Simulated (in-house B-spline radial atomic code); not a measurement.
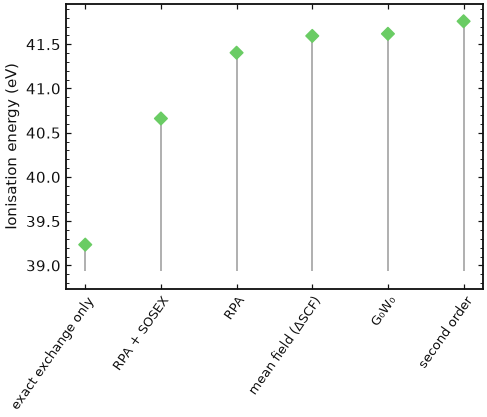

The ionisation energy of an atom or ion with the configuration [Kr] 4d¹⁰ 5s by several methods. All-electron spherical atom, scalar X2C, BLYP start, no spin-orbit coupling, Breit or QED terms; computed with a B-spline radial code. Differences of total energies, each species on its own start, beside the G₀W₀ level.

Name the element and charge.

Answer. Sn³⁺ (tin, Z = 50). The values run from 39.24 eV (exact exchange only) to 41.76 eV (second order).
